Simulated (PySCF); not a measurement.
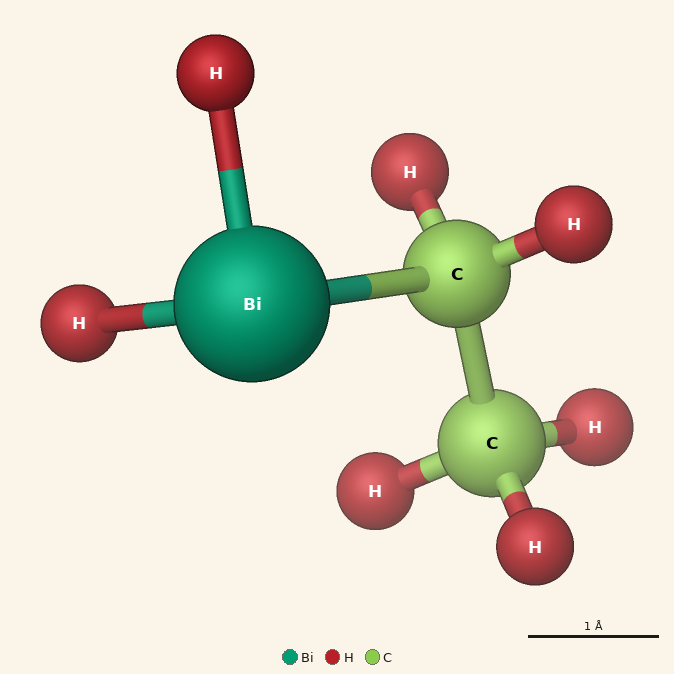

Depth is shown by fading: the farther an atom, the more it takes the colour of the background. The geometry was computed by an optimisation with PBE0-D3(BJ)/def2-SVP. No frequency run is at hand to confirm it as a minimum. Masses are those of the most abundant isotopes; constants are for the rigid equilibrium geometry.

Q: What kind of rotor is it, and what are its rotational constants in GHz?

A: An asymmetric top (C1): A = 21.3, B = 2.46, C = 2.34 GHz. Ray's parameter κ is −0.99, close to the prolate limit.
